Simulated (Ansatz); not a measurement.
# Al$_{2}$FGeH$_{5}$: what the fields show

Input file:

```
crystal:
  periodic: [false, false, false]
  atoms:
    - {symbol: Al, position_ang: [-0.078201, -0.904094, 1.675130]}
    - {symbol: Al, position_ang: [2.839690, -0.456111, 0.964915]}
    - {symbol: F, position_ang: [1.584477, -1.422219, 2.110911]}
    - {symbol: Ge, position_ang: [0.796284, 0.616271, -0.036512]}
    - {symbol: H, position_ang: [-1.098909, -1.689882, 2.601158]}
    - {symbol: H, position_ang: [0.196727, 0.231248, -1.401403]}
    - {symbol: H, position_ang: [0.327598, 2.048192, 0.280870]}
    - {symbol: H, position_ang: [3.640986, 0.447487, 1.998289]}
    - {symbol: H, position_ang: [3.489669, -1.616312, 0.094285]}
basis:
  gaussian: {orbitals: def2-TZVPD}
hamiltonian: {xc: {name: PBE0}}
output: {forces: true, orbitals: {seedname: orbitals}}
```

Run with:

```sh
ansatz run input.yaml --threads 2 --pin off --max-ram 4350MiB --events-out events.jsonl --progress --plain --runs-dir runs
```

Geometry: r2SCAN-D4/def2-SVP.

Theory: isolated molecule in a Gaussian basis; Kohn-Sham density functional theory, functional PBE0 (Ansatz 0.2.0).

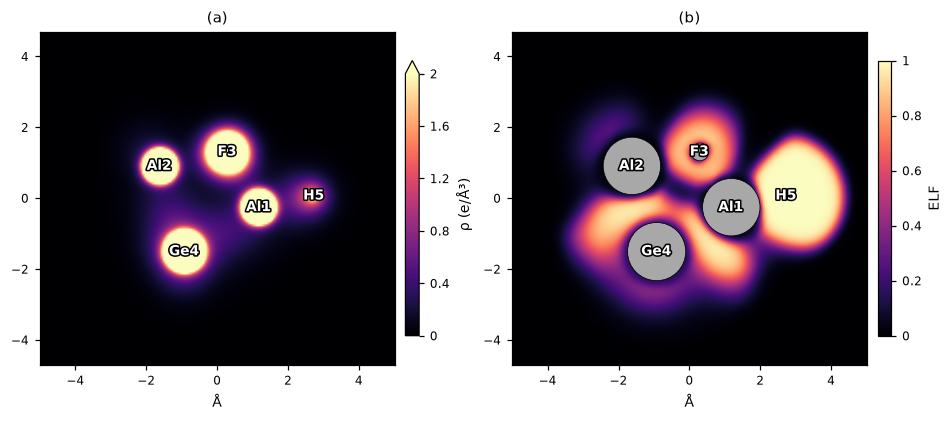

Figure 1. (a) electron density; (b) electron localisation function on the plane of atoms Ge4, Al1 and H5. Grey discs cover the atomic cores in the ELF map.

### Interpret the plot.

The section cuts through Al, F, Ge and H sites. Al–F (1.80 Å): the density is about 0.62 e/Å³ at the midpoint; the ELF peaks at about 0.85 in the valence shell of F, 0.5 Å from its nucleus, and is about 0.35 at the midpoint. Al–Ge (2.45 Å): ρ at the midpoint is about 0.47 e/Å³; the ELF peaks at about 0.90 between the atoms: a covalent bond. Al–F (1.96 Å): ρ at the midpoint is about 0.4 e/Å³; the ELF peaks at about 0.85 in the valence shell of F, 0.6 Å from its nucleus, and is about 0.35 at the midpoint. Al–Ge (2.52 Å): ρ at the midpoint is about 0.45 e/Å³; the ELF peaks at about 0.95 between the atoms, as expected for localised, covalent bonding. Al–H (1.59 Å): ρ at the midpoint is about 0.57 e/Å³; the ELF climbs to about 1 towards the hydrogen. The ELF also peaks beside F3, away from the bonds: lone-pair regions.

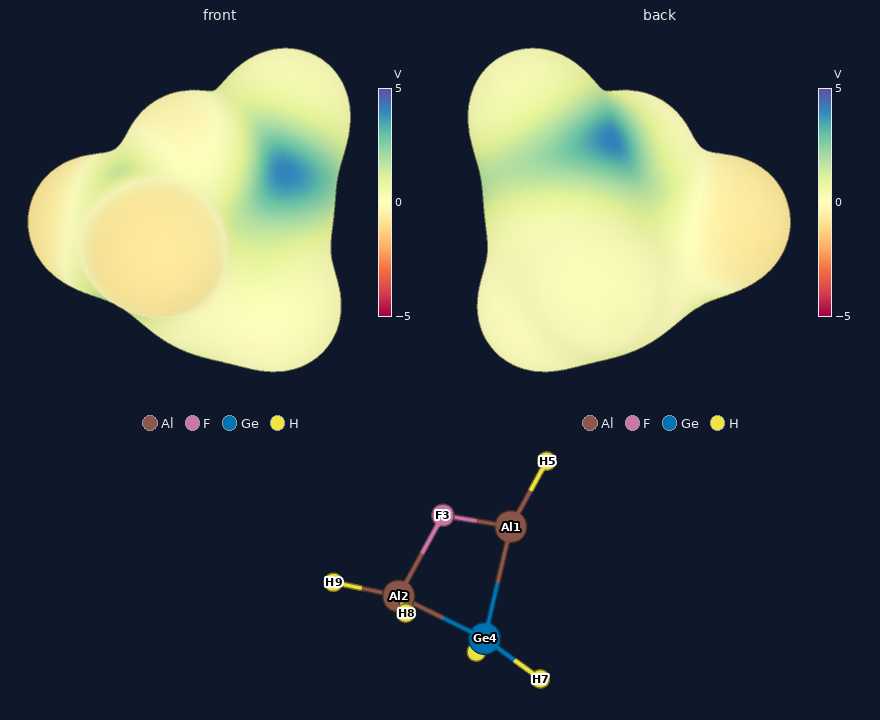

Figure 2. The molecular electrostatic potential painted on the density surface at 0.002 e/bohr³, seen from the front and from behind; the colour scale runs from red (negative) to blue (positive). The bare structure is drawn below in the same view.

### Which sites attract a positive test charge, and which a negative one?

A positive charge is drawn to the negative regions and a negative charge to the positive ones. The most negative region (about −0.7 V) lies over H8 and H9, the most positive (about +4.0 V) over Al1.

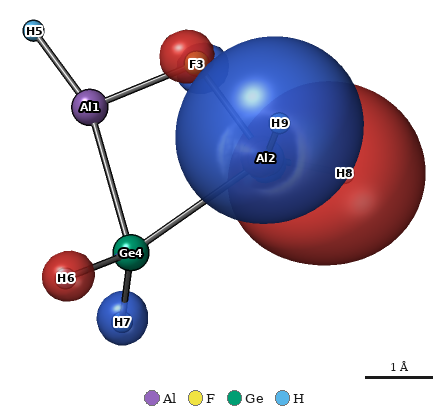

Figure 3. The HOMO−1 at ±0.08 Å⁻³ᐟ² (red and blue are the two phases), seen at an oblique angle.

### Describe this orbital and give its energy.

By Hirshfeld shares it lies mainly on Al2 (about 35 %), H8 (about 30 %) and H9 (about 30 %). Its energy is −8.13 eV.
